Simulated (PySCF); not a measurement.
# Geometry relaxation of C2H9NSi2

System: C2H9NSi2.
Method: PBE0-D3(BJ)/def2-SVP geometry optimisation, gas phase (PySCF 2.14.0).

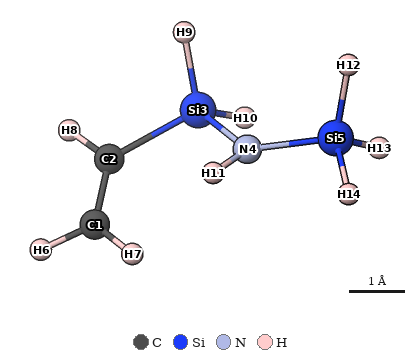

Figure 1. The starting structure (ball-and-stick view, seen at a tilt; atoms are numbered from 1 in the order of the input).

## Key numbers

- outcome: converged
- total energy: −714.693864 hartree
- dipole moment: 1.07 D
- point group: C1
- hardware: 1 CPU thread, shared host
- wall time: 2.7 min
- peak memory: 0.52 GiB

## Input file
```
{"job": {"xc": "PBE0", "basis": "def2-SVP", "d3": "d3bj", "grid": 1, "shake": 0.01, "kind": "geom"}, "charge": 0, "multiplicity": 1}
C     -2.493420    -0.417100     0.122130
C     -1.890520     0.273590    -0.836500
Si    -0.037930     0.447460    -1.019550
N      0.740690     0.021630     0.497700
Si     2.374230    -0.268700     0.849310
H     -3.594020    -0.467800     0.162600
H     -1.963850    -0.900210     0.902400
H     -2.466390     0.767210    -1.603440
H      0.292800     1.842980    -1.372630
H      0.509460    -0.474810    -2.008700
H      0.118670     0.192250     1.314780
H      3.168710     0.977310     0.802850
H      2.852500    -1.206140    -0.134390
H      2.381910    -0.802760     2.226080
```

The first line tells a small driver script what to run in PySCF; the rest is the geometry in Å.

Command:
```bash
OMP_NUM_THREADS=1 python <driver script> task.json out
```

## The program's output
```
step   0  E = -714.68427751  max force = 0.046089
step   1  E = -714.69213731  max force = 0.006000
step   2  E = -714.69254394  max force = 0.002650
step   3  E = -714.69272934  max force = 0.003173
step   4  E = -714.69293695  max force = 0.002348
step   5  E = -714.69327747  max force = 0.003326
step   6  E = -714.69347162  max force = 0.002492
step   7  E = -714.69357178  max force = 0.000952
step   8  E = -714.69360605  max force = 0.000875
step   9  E = -714.69364709  max force = 0.001549
step  10  E = -714.69369135  max force = 0.001407
step  11  E = -714.69374616  max force = 0.000643
step  12  E = -714.69377066  max force = 0.000294
step  13  E = -714.69378617  max force = 0.000246
step  14  E = -714.69381699  max force = 0.000466
step  15  E = -714.69386395  max force = 0.000756
step  16  E = -714.69386437  max force = 0.000354
optimisation converged
```

## Trajectory as extended XYZ (Å, eV, eV/Å), 16 of the 17 frames kept, from step=0 to step=16
```
14
Properties=species:S:1:pos:R:3:forces:R:3 step=0 energy=-19447.54976
C    -2.4934   -0.4171    0.1221   -1.4167   0.5836  -0.5915
C    -1.8905    0.2736   -0.8365    1.0402   0.0049  -0.1700
Si   -0.0379    0.4475   -1.0195    0.1007  -0.1102   1.2095
N     0.7407    0.0216    0.4977   -2.3700   0.4059   0.3419
Si    2.3742   -0.2687    0.8493    0.0497   0.3967   0.6468
H    -3.5940   -0.4678    0.1626    0.2173  -0.1041   0.0736
H    -1.9639   -0.9002    0.9024    0.7264  -0.7176   0.9583
H    -2.4664    0.7672   -1.6034   -0.6039   0.2481  -0.4040
H     0.2928    1.8430   -1.3726   -0.0194   0.3566  -0.3419
H     0.5095   -0.4748   -2.0087    0.2154  -0.2923  -0.6751
H     0.1187    0.1923    1.3148    0.7023  -0.0779  -0.7252
H     3.1687    0.9773    0.8028    0.4489   0.2147   0.0112
H     2.8525   -1.2061   -0.1344    0.6253  -0.7018  -0.6368
H     2.3819   -0.8028    2.2261    0.2839  -0.2064   0.3033
14
Properties=species:S:1:pos:R:3:forces:R:3 step=1 energy=-19447.76363
C    -2.5102   -0.4076    0.0886    0.2128  -0.1127   0.2718
C    -1.8901    0.2796   -0.8754   -0.0311   0.0396  -0.1369
Si   -0.0335    0.4548   -0.9921   -0.1698  -0.0049  -0.1009
N     0.6543    0.0716    0.5649    0.3085   0.0059  -0.1908
Si    2.3268   -0.3067    0.8953    0.1226  -0.0350   0.0136
H    -3.5966   -0.5095    0.1366   -0.1265   0.0125  -0.0267
H    -1.9446   -0.9076    0.8924   -0.0846   0.0864  -0.1731
H    -2.5040    0.7570   -1.6540    0.0180  -0.0350   0.0498
H     0.2719    1.8378   -1.4917    0.0147   0.0022   0.0769
H     0.5344   -0.4838   -2.0103    0.0667  -0.0181   0.0822
H     0.1670    0.4956    1.3472   -0.1193   0.0669   0.1179
H     3.2642    0.8638    0.7997   -0.0737   0.0044   0.0051
H     2.8157   -1.3210   -0.0895   -0.1028   0.0135   0.0252
H     2.4364   -0.8390    2.2876   -0.0357  -0.0256  -0.0142
14
Properties=species:S:1:pos:R:3:forces:R:3 step=2 energy=-19447.77470
C    -2.4753   -0.4148    0.1062   -0.0760   0.0010   0.0157
C    -1.8972    0.2767   -0.8820    0.0799  -0.0211  -0.0143
Si   -0.0441    0.4761   -1.0210    0.0230  -0.0577  -0.0772
N     0.6706    0.1015    0.5257    0.0316   0.1363   0.0902
Si    2.3200   -0.3172    0.9088   -0.0037  -0.0446  -0.0907
H    -3.5633   -0.5284    0.1760    0.0077  -0.0125   0.0185
H    -1.8824   -0.9035    0.8893   -0.0070   0.0217  -0.0310
H    -2.5362    0.7385   -1.6473   -0.0089  -0.0114   0.0315
H     0.2502    1.8635   -1.5114   -0.0147   0.0108   0.0335
H     0.5435   -0.4639   -2.0251    0.0266  -0.0005   0.0074
H     0.1720    0.5269    1.3057   -0.0185  -0.0035   0.0005
H     3.2802    0.8333    0.8382   -0.0182   0.0023   0.0164
H     2.7878   -1.3470   -0.0653   -0.0095  -0.0102   0.0042
H     2.3656   -0.8567    2.3014   -0.0124  -0.0104  -0.0048
14
Properties=species:S:1:pos:R:3:forces:R:3 step=3 energy=-19447.77974
C    -2.4756   -0.4200    0.1058   -0.0353   0.0267  -0.0527
C    -1.8893    0.2632   -0.8847   -0.0265  -0.0220  -0.0057
Si   -0.0380    0.4880   -1.0164    0.0142  -0.0802   0.0238
N     0.6714    0.1318    0.5364   -0.0673   0.1631   0.1321
Si    2.3141   -0.3207    0.8990   -0.0650  -0.0587  -0.0182
H    -3.5638   -0.5448    0.1750    0.0600   0.0220  -0.0243
H    -1.8826   -0.8944    0.8930    0.0432  -0.0366   0.0746
H    -2.5299    0.7115   -1.6546   -0.0206   0.0204  -0.0277
H     0.2463    1.8788   -1.5007   -0.0381   0.0095  -0.0062
H     0.5822   -0.4535   -1.9992   -0.0006   0.0160  -0.0233
H     0.1730    0.5612    1.3173    0.0607  -0.0446  -0.0790
H     3.2908    0.8133    0.8242    0.0224   0.0004   0.0116
H     2.7374   -1.3598   -0.0837    0.0313  -0.0087  -0.0113
H     2.3554   -0.8697    2.2879    0.0218  -0.0074   0.0061
14
Properties=species:S:1:pos:R:3:forces:R:3 step=4 energy=-19447.78539
C    -2.4472   -0.4299    0.1106   -0.0885   0.0585  -0.1206
C    -1.8834    0.2482   -0.8964    0.0110  -0.0312   0.0407
Si   -0.0370    0.5107   -1.0157    0.0186  -0.0456   0.0537
N     0.6673    0.1827    0.5463   -0.0770   0.1207   0.0345
Si    2.2934   -0.3332    0.8936   -0.0835  -0.0650   0.0454
H    -3.5322   -0.5745    0.1802    0.0344  -0.0036   0.0157
H    -1.8411   -0.8744    0.9046    0.0455  -0.0425   0.0757
H    -2.5366    0.6715   -1.6700   -0.0124   0.0041  -0.0273
H     0.2185    1.9059   -1.5021   -0.0250   0.0073  -0.0244
H     0.6197   -0.4268   -1.9786   -0.0099   0.0266  -0.0304
H     0.1733    0.6196    1.3244    0.0743  -0.0261  -0.0575
H     3.3094    0.7649    0.8215    0.0365  -0.0041   0.0030
H     2.6647   -1.3848   -0.0969    0.0433   0.0039  -0.0165
H     2.3227   -0.8949    2.2780    0.0327  -0.0030   0.0080
14
Properties=species:S:1:pos:R:3:forces:R:3 step=5 energy=-19447.79466
C    -2.3988   -0.4584    0.1232    0.0680   0.0299  -0.0638
C    -1.8658    0.2092   -0.9077   -0.0807  -0.0144   0.0408
Si   -0.0365    0.5735   -1.0269    0.0375  -0.0369   0.1269
N     0.6876    0.3124    0.5408   -0.0313   0.0037  -0.1710
Si    2.2500   -0.3677    0.8945   -0.0713  -0.0549   0.0746
H    -3.4730   -0.6539    0.2033   -0.0292  -0.0086   0.0019
H    -1.7678   -0.8417    0.9317    0.0089  -0.0246   0.0483
H    -2.5450    0.5741   -1.6890    0.0261   0.0041  -0.0488
H     0.1303    1.9758   -1.5300   -0.0055  -0.0049  -0.0209
H     0.6840   -0.3406   -1.9665   -0.0294   0.0314  -0.0355
H     0.2115    0.7741    1.3103    0.0254   0.0510   0.0718
H     3.3728    0.6222    0.8425    0.0264  -0.0076  -0.0100
H     2.5192   -1.4474   -0.1002    0.0403   0.0221  -0.0147
H     2.2229   -0.9466    2.2734    0.0147   0.0099   0.0003
14
Properties=species:S:1:pos:R:3:forces:R:3 step=6 energy=-19447.79994
C    -2.3551   -0.4851    0.1352    0.0540   0.0091  -0.0264
C    -1.8504    0.1836   -0.9087   -0.0544  -0.0072   0.0299
Si   -0.0375    0.6221   -1.0342    0.0030  -0.0060   0.0763
N     0.7119    0.4078    0.5270   -0.0220  -0.0274  -0.1282
Si    2.2102   -0.3955    0.8983   -0.0062  -0.0326   0.0628
H    -3.4208   -0.7232    0.2154   -0.0258  -0.0173   0.0175
H    -1.7109   -0.8254    0.9550   -0.0204   0.0042  -0.0066
H    -2.5426    0.5052   -1.6987    0.0318  -0.0095  -0.0275
H     0.0623    2.0256   -1.5507    0.0130   0.0012   0.0018
H     0.7092   -0.2666   -1.9765   -0.0189   0.0132  -0.0212
H     0.2611    0.9002    1.2933    0.0341   0.0415   0.0430
H     3.4109    0.5000    0.8581    0.0045  -0.0010  -0.0109
H     2.4118   -1.4945   -0.0919    0.0131   0.0228  -0.0087
H     2.1316   -0.9692    2.2777   -0.0057   0.0090  -0.0019
14
Properties=species:S:1:pos:R:3:forces:R:3 step=7 energy=-19447.80267
C    -2.3112   -0.5153    0.1464    0.0339  -0.0036   0.0310
C    -1.8359    0.1607   -0.9059   -0.0204   0.0024   0.0067
Si   -0.0416    0.6716   -1.0421   -0.0156   0.0085  -0.0069
N     0.7481    0.4967    0.5014   -0.0373  -0.0490  -0.0337
Si    2.1684   -0.4239    0.9053    0.0440  -0.0137   0.0160
H    -3.3638   -0.8058    0.2338   -0.0129  -0.0001  -0.0071
H    -1.6535   -0.8088    0.9742   -0.0175   0.0071  -0.0211
H    -2.5358    0.4388   -1.7061    0.0208  -0.0191  -0.0080
H    -0.0026    2.0771   -1.5606    0.0176   0.0081   0.0240
H     0.7153   -0.1880   -2.0023   -0.0047  -0.0038  -0.0066
H     0.3365    1.0292    1.2634    0.0224   0.0409   0.0150
H     3.4396    0.3695    0.8732   -0.0111   0.0064  -0.0020
H     2.3018   -1.5448   -0.0716   -0.0066   0.0125  -0.0037
H     2.0264   -0.9721    2.2902   -0.0127   0.0034  -0.0036
14
Properties=species:S:1:pos:R:3:forces:R:3 step=9 energy=-19447.80472
C    -2.3068   -0.5199    0.1484   -0.0438   0.0020   0.0111
C    -1.8344    0.1513   -0.9077    0.0314   0.0011  -0.0051
Si   -0.0470    0.6857   -1.0377    0.0147   0.0130  -0.0404
N     0.7590    0.5112    0.4954   -0.0240  -0.0384   0.0796
Si    2.1599   -0.4369    0.9081   -0.0007   0.0247  -0.0313
H    -3.3536   -0.8362    0.2269    0.0131   0.0097  -0.0117
H    -1.6545   -0.7831    0.9890    0.0138  -0.0010   0.0080
H    -2.5229    0.3968   -1.7277   -0.0153  -0.0130   0.0050
H    -0.0092    2.0991   -1.5342   -0.0116   0.0019   0.0058
H     0.7023   -0.1626   -2.0145    0.0054   0.0037   0.0021
H     0.3828    1.0761    1.2541    0.0164   0.0133  -0.0383
H     3.4428    0.3367    0.8767    0.0008   0.0014   0.0128
H     2.2752   -1.5569   -0.0709   -0.0051  -0.0078   0.0023
H     1.9980   -0.9767    2.2936    0.0050  -0.0107   0.0001
14
Properties=species:S:1:pos:R:3:forces:R:3 step=10 energy=-19447.80592
C    -2.3041   -0.5195    0.1518   -0.0489   0.0125  -0.0112
C    -1.8274    0.1382   -0.9109    0.0365   0.0001  -0.0129
Si   -0.0466    0.6953   -1.0338    0.0171   0.0058  -0.0215
N     0.7627    0.5238    0.4980   -0.0061  -0.0367   0.0723
Si    2.1510   -0.4447    0.9066   -0.0228   0.0320  -0.0238
H    -3.3472   -0.8503    0.2185    0.0159   0.0055   0.0026
H    -1.6606   -0.7551    1.0067    0.0184  -0.0062   0.0168
H    -2.5084    0.3535   -1.7453   -0.0206  -0.0051   0.0015
H    -0.0191    2.1132   -1.5176   -0.0183  -0.0015  -0.0035
H     0.7100   -0.1428   -2.0139    0.0027   0.0099  -0.0017
H     0.4082    1.1096    1.2511    0.0078   0.0095  -0.0358
H     3.4422    0.3149    0.8827    0.0059  -0.0015   0.0130
H     2.2501   -1.5574   -0.0821    0.0009  -0.0109   0.0032
H     1.9809   -0.9938    2.2875    0.0116  -0.0136   0.0011
14
Properties=species:S:1:pos:R:3:forces:R:3 step=11 energy=-19447.80741
C    -2.3000   -0.5123    0.1555   -0.0150   0.0163  -0.0126
C    -1.8183    0.1195   -0.9208    0.0132  -0.0107  -0.0083
Si   -0.0458    0.7037   -1.0323    0.0162  -0.0103   0.0020
N     0.7621    0.5311    0.5013    0.0129  -0.0207   0.0271
Si    2.1390   -0.4545    0.9082   -0.0331   0.0222  -0.0094
H    -3.3374   -0.8597    0.2181    0.0033   0.0022   0.0017
H    -1.6635   -0.7088    1.0257    0.0094  -0.0075   0.0148
H    -2.4909    0.2939   -1.7716   -0.0128   0.0054   0.0019
H    -0.0352    2.1278   -1.4976   -0.0118  -0.0016  -0.0075
H     0.7218   -0.1168   -2.0186    0.0027   0.0133  -0.0044
H     0.4334    1.1451    1.2429   -0.0042   0.0096  -0.0142
H     3.4362    0.2952    0.9040    0.0054  -0.0020   0.0073
H     2.2306   -1.5547   -0.0950    0.0050  -0.0066   0.0013
H     1.9595   -1.0243    2.2797    0.0087  -0.0096   0.0001
14
Properties=species:S:1:pos:R:3:forces:R:3 step=12 energy=-19447.80808
C    -2.2898   -0.5093    0.1595    0.0045   0.0091  -0.0079
C    -1.8084    0.1046   -0.9274   -0.0015  -0.0101  -0.0037
Si   -0.0432    0.7108   -1.0361    0.0021  -0.0133   0.0082
N     0.7649    0.5436    0.4988    0.0119  -0.0005   0.0003
Si    2.1243   -0.4624    0.9118   -0.0151   0.0045   0.0064
H    -3.3240   -0.8655    0.2239   -0.0013  -0.0006   0.0027
H    -1.6554   -0.6820    1.0367   -0.0007  -0.0039   0.0044
H    -2.4798    0.2546   -1.7840   -0.0022   0.0075   0.0011
H    -0.0533    2.1379   -1.4918   -0.0006  -0.0003  -0.0038
H     0.7353   -0.0931   -2.0271    0.0003   0.0076  -0.0047
H     0.4503    1.1760    1.2307   -0.0040   0.0053  -0.0034
H     3.4309    0.2710    0.9275    0.0011  -0.0003   0.0021
H     2.2101   -1.5560   -0.0992    0.0038  -0.0002  -0.0013
H     1.9295   -1.0452    2.2761    0.0016  -0.0048  -0.0005
14
Properties=species:S:1:pos:R:3:forces:R:3 step=13 energy=-19447.80850
C    -2.2737   -0.5102    0.1637    0.0114   0.0000  -0.0008
C    -1.7973    0.0909   -0.9324   -0.0073  -0.0041   0.0009
Si   -0.0401    0.7202   -1.0430   -0.0071  -0.0095   0.0050
N     0.7728    0.5635    0.4906    0.0077   0.0126  -0.0104
Si    2.1050   -0.4714    0.9183    0.0023  -0.0084   0.0119
H    -3.3042   -0.8761    0.2334   -0.0031  -0.0015  -0.0001
H    -1.6383   -0.6629    1.0443   -0.0052  -0.0004  -0.0029
H    -2.4701    0.2217   -1.7912    0.0036   0.0048   0.0003
H    -0.0724    2.1492   -1.4913    0.0069   0.0006   0.0006
H     0.7467   -0.0672   -2.0404   -0.0016  -0.0004  -0.0029
H     0.4714    1.2131    1.2129   -0.0025   0.0032   0.0018
H     3.4253    0.2362    0.9558   -0.0029   0.0017   0.0002
H     2.1822   -1.5616   -0.0972    0.0011   0.0035  -0.0026
H     1.8842   -1.0604    2.2761   -0.0033  -0.0021  -0.0011
14
Properties=species:S:1:pos:R:3:forces:R:3 step=14 energy=-19447.80934
C    -2.2389   -0.5157    0.1722    0.0129  -0.0129   0.0061
C    -1.7738    0.0665   -0.9389   -0.0109   0.0074   0.0069
Si   -0.0337    0.7414   -1.0565   -0.0165  -0.0009  -0.0026
N     0.7943    0.6082    0.4712    0.0061   0.0240  -0.0120
Si    2.0628   -0.4896    0.9314    0.0207  -0.0217   0.0161
H    -3.2606   -0.9038    0.2505   -0.0025  -0.0016  -0.0032
H    -1.6022   -0.6304    1.0579   -0.0092   0.0041  -0.0093
H    -2.4482    0.1604   -1.8014    0.0081  -0.0003  -0.0008
H    -0.1067    2.1729   -1.4910    0.0137   0.0015   0.0051
H     0.7636   -0.0173   -2.0674   -0.0044  -0.0108  -0.0020
H     0.5228    1.2909    1.1745    0.0001   0.0000   0.0024
H     3.4112    0.1589    1.0119   -0.0078   0.0057  -0.0013
H     2.1183   -1.5743   -0.0916   -0.0030   0.0060  -0.0037
H     1.7826   -1.0831    2.2767   -0.0074  -0.0004  -0.0016
14
Properties=species:S:1:pos:R:3:forces:R:3 step=15 energy=-19447.81062
C    -2.1713   -0.5266    0.1898    0.0161  -0.0239   0.0140
C    -1.7265    0.0253   -0.9447   -0.0111   0.0222   0.0164
Si   -0.0204    0.7806   -1.0819   -0.0236   0.0132  -0.0136
N     0.8459    0.6871    0.4276   -0.0155   0.0217  -0.0007
Si    1.9771   -0.5228    0.9561    0.0389  -0.0368   0.0159
H    -3.1742   -0.9585    0.2820   -0.0007   0.0003  -0.0056
H    -1.5362   -0.5716    1.0832   -0.0124   0.0063  -0.0127
H    -2.4002    0.0505   -1.8126    0.0162  -0.0067  -0.0019
H    -0.1634    2.2158   -1.4839    0.0213   0.0035   0.0057
H     0.7806    0.0727   -2.1259   -0.0055  -0.0197  -0.0052
H     0.6427    1.4303    1.0911    0.0033  -0.0004  -0.0015
H     3.3675    0.0092    1.1218   -0.0105   0.0127  -0.0028
H     1.9948   -1.5987   -0.0776   -0.0070   0.0061  -0.0051
H     1.5751   -1.1084    2.2745   -0.0095   0.0013  -0.0028
14
Properties=species:S:1:pos:R:3:forces:R:3 step=16 energy=-19447.81063
C    -2.2017   -0.5211    0.1811    0.0071  -0.0141   0.0065
C    -1.7466    0.0444   -0.9426   -0.0093   0.0148   0.0066
Si   -0.0250    0.7642   -1.0715   -0.0139   0.0059  -0.0019
N     0.8244    0.6552    0.4466    0.0055   0.0111  -0.0059
Si    2.0133   -0.5109    0.9486    0.0182  -0.0168   0.0039
H    -3.2124   -0.9363    0.2642   -0.0011   0.0000  -0.0042
H    -1.5685   -0.5938    1.0737   -0.0048   0.0050  -0.0087
H    -2.4182    0.0963   -1.8108    0.0058  -0.0039  -0.0017
H    -0.1328    2.1986   -1.4880    0.0102   0.0004   0.0027
H     0.7713    0.0308   -2.1019   -0.0030  -0.0122   0.0038
H     0.5941    1.3767    1.1251    0.0008   0.0011   0.0005
H     3.3862    0.0729    1.0834   -0.0060   0.0052   0.0018
H     2.0496   -1.5867   -0.0846   -0.0039   0.0041  -0.0010
H     1.6580   -1.1054    2.2761   -0.0055  -0.0006  -0.0024
```

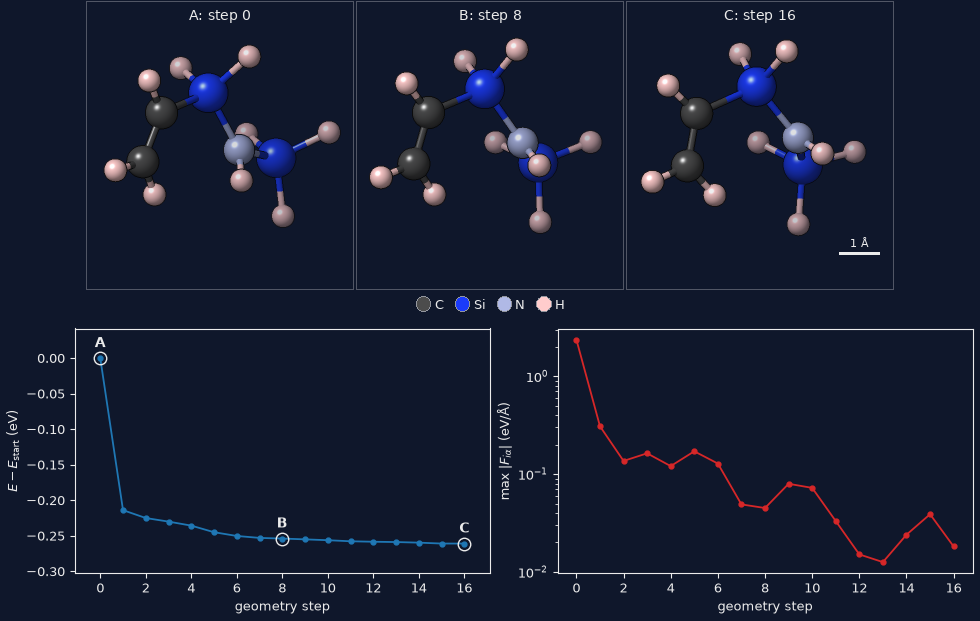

Figure 2. Frames of the relaxation (ball-and-stick view, seen at a tilt) above the curves, on which the letters mark them (steps are counted from 0).

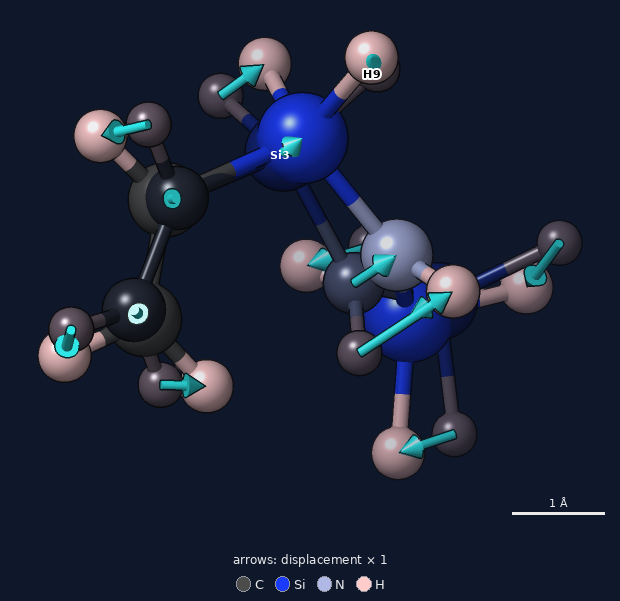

Figure 3. Start (faint) and end (solid) with the displacements as teal arrows, at true length (ball-and-stick view, seen at a tilt). The two geometries are laid on each other by the best rigid fit. The atom that moves furthest after the best rigid fit is H11 (1.27 Å). Largest moves by element: H 1.27 Å, N 0.65 Å, Si 0.40 Å, C 0.36 Å. Among the contacts that change: Si5–H13 1.441 → 1.492 Å, N4–Si5 1.696 → 1.739 Å, C1–H7 1.060 → 1.097 Å, Si3–H10 1.459 → 1.495 Å. Among the angles that change: N4–Si5–H14 105.1° → 111.1°, Si3–C2–H8 114.6° → 119.3°, H13–Si5–H14 113.6° → 109.5°. After 16 geometry steps the energy has fallen by 0.261 eV. The largest force component goes from 2.4 to 0.018 eV/Å. (Atoms are counted from 1 in the order of the input.)
